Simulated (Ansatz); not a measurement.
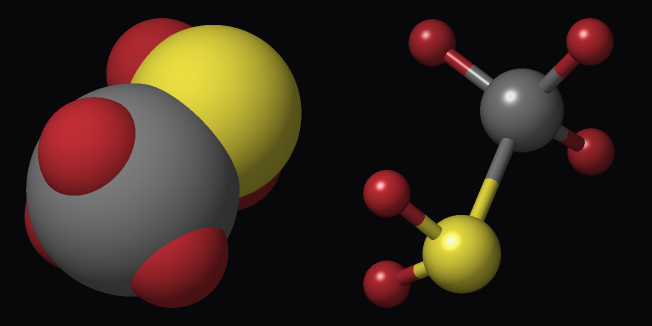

Both panels show the same species. Colours: germanium grey, hydrogen red, phosphorus yellow.

Give the formula.

Answer. GeH5P, 7 atoms: 1 germanium, 5 hydrogen and 1 phosphorus.

How many sets of symmetry-equivalent atoms are there?

Answer. 5: 1 Ge, 2 H, 1 H, 1 P, 2 H.

How many bonds of each kind are drawn?

Answer. 3 Ge–H, 2 P–H, 1 Ge–P. Sticks follow a distance rule.

The parts below concern this one geometry. Atoms keep their numbers from picture to picture. The geometry was computed by an optimisation with PBE0-D4/def2-TZVP.

**Geometry**

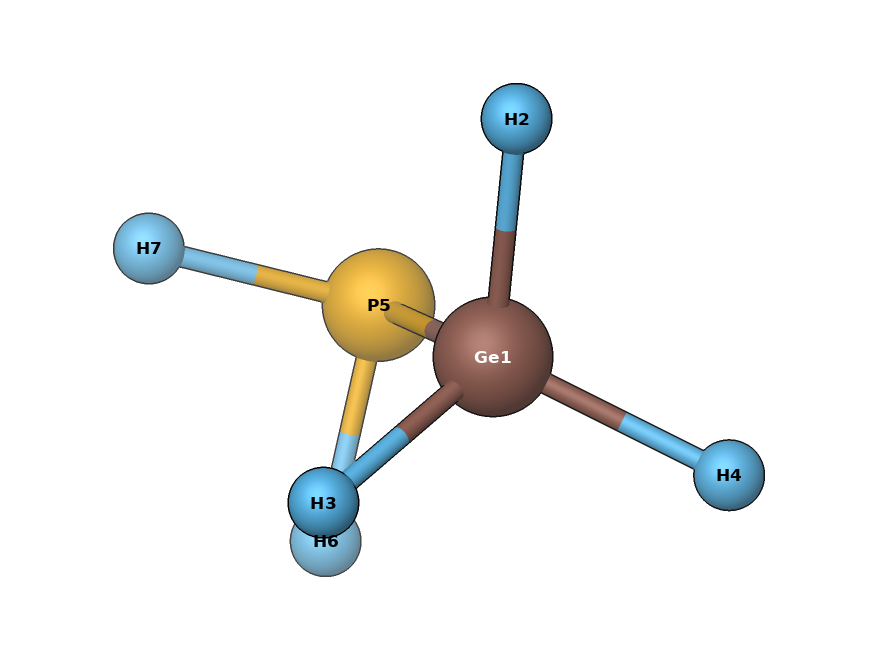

P5 lies behind Ge1. The molecule seen a little off the Ge1–P5 bond, Ge1 in front. Distant atoms are faded towards the background colour.

What is the torsion angle H2–Ge1–P5–H6? The sign is positive where the front bond must turn clockwise to cover the back bond.

Answer. −168°, antiperiplanar (anti).

**Vibrations**

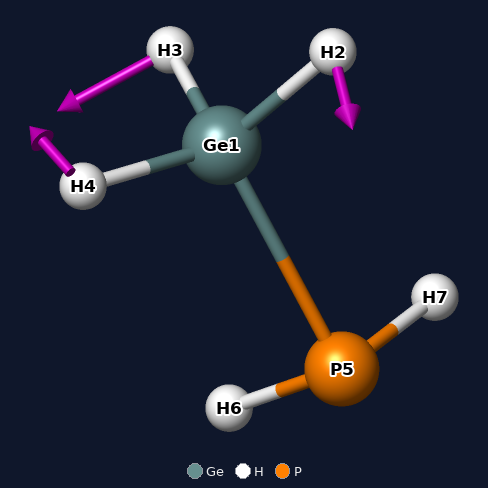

The arrows show one normal mode. Harmonic vibrations computed with RKS PBE0-D4/def2-TZVP (Ansatz 0.2.0) at a stationary point of the same level.

Describe the motion.

Answer. Mostly H–Ge–H bending.

Estimate its harmonic wavenumber.

Answer. 886 cm⁻¹; it is mode 9 of 15 counted from the lowest.

**Electronic properties**

Method: RKS PBE0-D4/def2-TZVP (Ansatz 0.2.0).

Predict the main results.

- dipole moment: 0.70 D
- dispersion correction: −9.7 kJ/mol

**Charges**

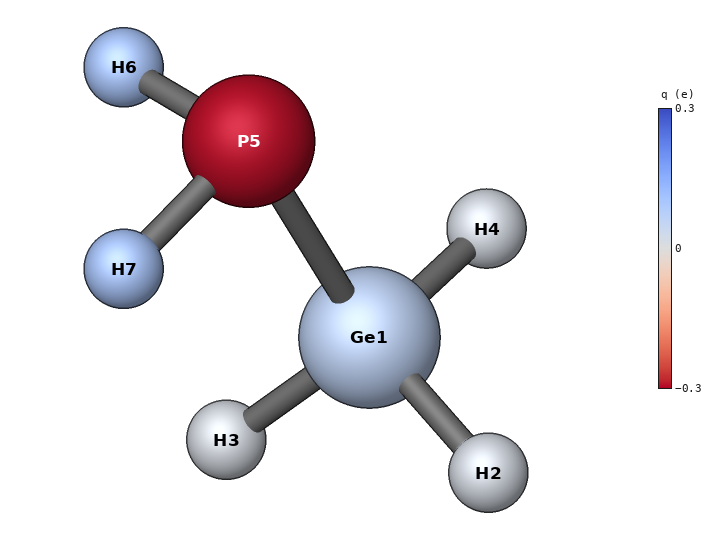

Atoms are coloured by their Mulliken charges. Level of theory: RKS PBE0-D4/def2-TZVP (Ansatz 0.2.0).

Which atom carries the highest charge (most positive or least negative)?

Answer. H6, H7 (0.09 e).

And the lowest?

Answer. P5 (−0.29 e).

List the Mulliken charges.

```tsv
atom	value (e)
Ge1	0.06
H2	0.02
H3	0.01
H4	0.02
P5	−0.29
H6	0.09
H7	0.09
```

Mulliken values depend strongly on the basis set and can even reverse the polarity of a bond.
